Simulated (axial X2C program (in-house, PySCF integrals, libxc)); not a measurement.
**GaOH⁻: bond lengths and stretches, held linear**

Aim: the two bond lengths and stretching wavenumbers of linear GaOH⁻, with and without spin–orbit coupling, at PBE0, HF, TPSSh, MP2.

The runs use an in-house X2C program for linear molecules on PySCF integrals; all-electron X2C, two-component (2c) or spin-free, Ga dyall-v3z, O dyall-av3z, H dyall-v3z.

All values are calculated.

2 further runs of the same task are left out: 2 set aside as unsound or not needed.

## Step 1: Input

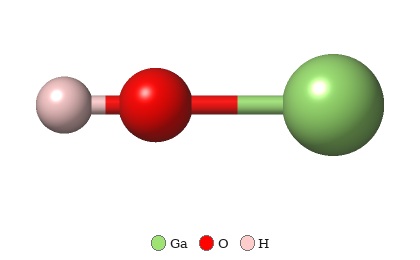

The atoms on one line, bonds 1.870 and 0.960 Å (gallium green, oxygen red, hydrogen pink).

Input file task.json:

```json
{
 "zs": [
  31,
  8,
  1
 ],
 "q": -1,
 "bas": [
  "dyall-v3z",
  "dyall-av3z",
  "dyall-v3z"
 ],
 "r0": [
  1.87,
  0.96
 ],
 "symm": 0,
 "scan": [
  "PBE0",
  "HF",
  "TPSSh"
 ],
 "levels": [
  "PBE0",
  "HF",
  "r2SCAN"
 ],
 "nst": 2
}
```

Keys: zs atomic numbers; q charge; bas basis sets; r0 starting distance in Å; symm equal bonds; scan levels of the two-bond scan (MP2 follows by itself at each HF point); levels methods; nst determinants followed.

Command:

```
> python solin.py task.json out
```

Masses Ga 68.926, O 15.995, H 1.008 u.

## Step 2: Scan at PBE0, 2c

State: Ω = 1/2 (beyond evenly filled blocks: ω = 1/2). Energies above the lowest point, from the job's result record:

```
r(Ga–O) (Å)  r(O–H) (Å)  E (meV)
     1.8281      0.9292    27.10
     1.8281      0.9530    12.56
     1.8281      0.9768    28.83
     1.8750      0.9292    14.96
     1.8750      0.9530     0.00
     1.8750      0.9768    15.88
     1.8750      1.0007    58.01
     1.9219      0.9292    29.44
     1.9219      0.9530    14.05
     1.9219      0.9768    29.52
     1.9688      0.9530    48.14
     1.9688      1.0007   104.53
```

A quadratic surface with cubic terms in each bond gives the minimum at 1.872 and 0.952 Å, force constants 1.97, 8.78 and coupling -0.06 mdyn/Å.

## Step 3: Scan at HF, 2c

State: Ω = 1/2 (beyond evenly filled blocks: ω = 1/2). Energies above the lowest point, from the job's result record:

```
r(Ga–O) (Å)  r(O–H) (Å)  E (meV)
     1.8281      0.9292     3.74
     1.8281      0.9530    16.76
     1.8281      0.9768    61.05
     1.8750      0.9292     0.00
     1.8750      0.9530    12.27
     1.8750      0.9768    55.79
     1.8750      1.0007   126.06
     1.9219      0.9292    22.70
     1.9219      0.9530    34.22
     1.9219      0.9768    76.98
     1.9688      0.9530    75.69
     1.9688      1.0007   186.41
```

A quadratic surface with cubic terms in each bond gives the minimum at 1.857 and 0.932 Å, force constants 2.12, 10 and coupling -0.11 mdyn/Å.

## Step 4: Scan at TPSSh, 2c

State: Ω = 1/2 (beyond evenly filled blocks: ω = 1/2). Energies above the lowest point, from the job's result record:

```
r(Ga–O) (Å)  r(O–H) (Å)  E (meV)
     1.8281      0.9292    37.86
     1.8281      0.9530    16.38
     1.8281      0.9768    25.31
     1.8750      0.9292    21.86
     1.8750      0.9530     0.00
     1.8750      0.9768     8.59
     1.8750      1.0007    43.03
     1.9219      0.9292    33.03
     1.9219      0.9530    10.76
     1.9219      0.9768    18.97
     1.9688      0.9530    42.08
     1.9688      1.0007    83.62
```

A quadratic surface with cubic terms in each bond gives the minimum at 1.878 and 0.958 Å, force constants 1.95, 8.35 and coupling -0.05 mdyn/Å.

## Step 5: Comparison

| level | r(Ga–O) (Å) | r(O–H) (Å) | lower stretch (cm⁻¹) | upper stretch (cm⁻¹) |
| --- | --- | --- | --- | --- |
| PBE0, 2c | 1.872 | 0.952 | 494.9 | 3967.7 |
| HF, 2c | 1.857 | 0.932 | 512.6 | 4242.5 |
| TPSSh, 2c | 1.878 | 0.958 | 491.6 | 3869.2 |
| MP2, 2c | 1.881 | 0.956 | 483.2 | 3940.9 |
| PBE0, spin-free | 1.870 | 0.952 | 496.4 | 3968.3 |
| HF, spin-free | 1.856 | 0.932 | 514.0 | 4242.9 |
| TPSSh, spin-free | 1.876 | 0.958 | 493.1 | 3870.1 |
| MP2, spin-free | 1.880 | 0.956 | 484.8 | 3941.5 |

Scans not shown above were run alike.

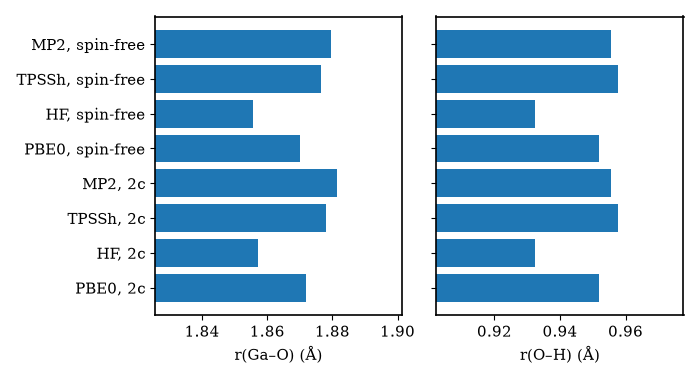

The two bond lengths by level.

In words: Over the levels the Ga–O bond spans 1.856 to 1.881 Å and the O–H bond 0.932 to 0.958 Å. At PBE0 going from spin-free to two-component moves the bonds by +0.002 and +0.000 Å. Each state is one determinant, the lowest of a limited PBE0 search; the stretches come from a fit to few points and are good to some per cent at best. MP2 freezes inner shells (threshold -2 hartree). For an anion the highest level of a functional can be positive, and the basis then holds the extra electron. The molecule was held linear; bending was not examined, so a bent shape may lie lower. Note: functional without a current term on a determinant with orbital currents, of the molecule or an atom.
